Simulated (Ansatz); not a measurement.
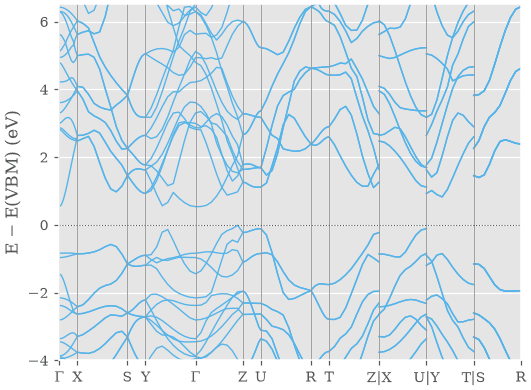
Figure: Band structure from LDA in the plane-wave PAW code Ansatz

The gap is 0.51 eV; an edge lies off the plotted path or next to a special point (maximum on the Γ–Z line, 86 % of the way from Γ, minimum off the standard path).

The material is SnS in space group Pnma (No. 62; Sn on 4c, S on 4c).

Symmetry was held in the LDA relaxation. A crystal of weakly bound layers computed without a dispersion correction: the cell and the soft elastic constants depend strongly on that. Scalar-relativistic: spin–orbit coupling is off unless named, which matters more the heavier the elements.

Potentials: the later of the program's two PAW sets.
